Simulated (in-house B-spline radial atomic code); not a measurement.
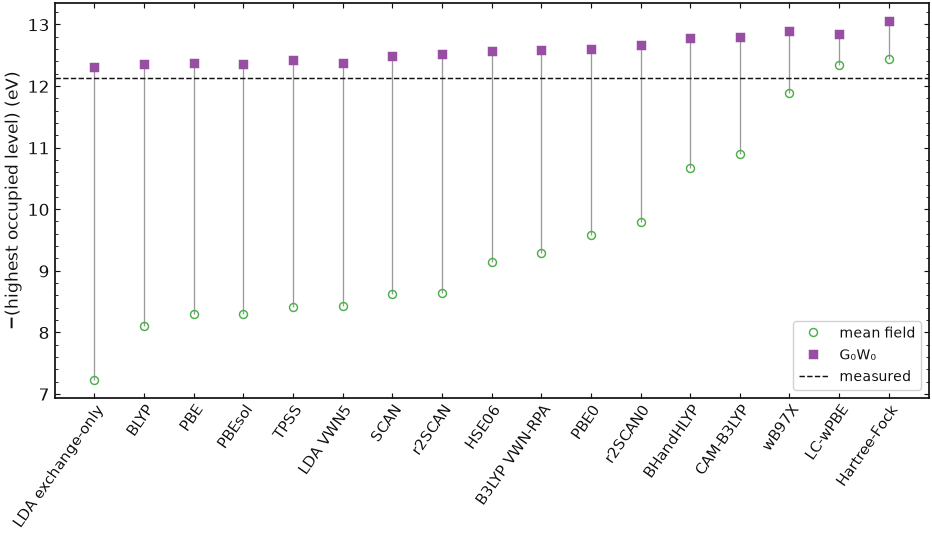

Binding energy of the highest level (5p) of an atom or ion with the configuration [Kr] 4d¹⁰ 5s² 5p⁶, on 17 mean-field starts and after G₀W₀. All-electron spherical atom, non-relativistic, no spin-orbit coupling, Breit or QED terms; computed with a B-spline radial code.

### Which atom or ion is it?

The Xe atom. The mean-field values spread from 7.23 eV (LDA exchange-only) to 12.44 eV (Hartree-Fock); after G₀W₀ they lie between 12.31 eV (LDA exchange-only) and 13.05 eV (Hartree-Fock), so the spread shrinks from 5.21 to 0.74 eV. The measured removal energy is 12.13 eV; the nearest G₀W₀ value is that on LDA exchange-only (12.31 eV).

Caveat: relativity, absent here, matters against the tabulated value.
